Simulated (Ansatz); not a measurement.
Reaction (SMILES): [SH] (SH) → H atom + S atom
B3LYP-D3(BJ)/def2-TZVP geometries, fixed; electronic energies without zero-point terms.
Largest species:
```xyz
2

S      0.0000     0.0000    -0.0793
H      0.0000     0.0000     1.2681
```
Charge 0, spin multiplicity 2.

Basis-set convergence of the atomisation energy at HF with Ansatz (a quantum-chemistry and plane-wave program). Cartesian d functions, on some or all atoms, in 6-31G*, 6-31+G*, 6-311G**, 6-311+G**; all else is spherical. Open shells are unrestricted. No added dispersion term, no relativity. Functions are those of the species that has most. Reference: the value in aug-cc-pV(5+d)Z, 61.12 kcal/mol, itself unsure by roughly 0.04 kcal/mol (its mean distance from pcseg-4, aug-pcseg-3, aug-cc-pV(Q+d)Z). Deviations are taken from unrounded values.

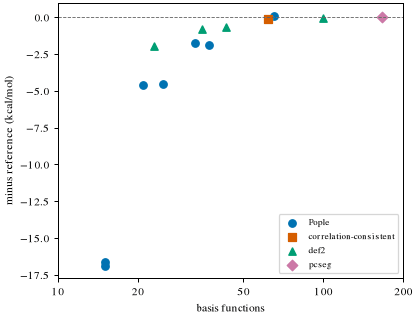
Figure: Deviation from the reference against the number of basis functions, by family of sets.

| basis | functions | atomisation energy (kcal/mol) | minus reference (kcal/mol) |
|---|---|---|---|
| 3-21G | 15 | 44.47 | -16.65 |
| 6-31G | 15 | 44.25 | -16.87 |
| 6-31G* | 21 | 56.51 | -4.61 |
| def2-SVP | 23 | 59.19 | -1.93 |
| 6-31+G* | 25 | 56.55 | -4.57 |
| 6-311G** | 33 | 59.37 | -1.75 |
| def2-SVPD | 35 | 60.29 | -0.83 |
| 6-311+G** | 37 | 59.23 | -1.89 |
| def2-TZVP | 43 | 60.44 | -0.68 |
| jun-cc-pV(T+d)Z | 62 | 61.00 | -0.12 |
| 6-311++G(3df,3pd) | 65 | 61.21 | 0.09 |
| def2-QZVPP | 100 | 61.03 | -0.09 |
| pcseg-4 | 166 | 61.16 | 0.04 |
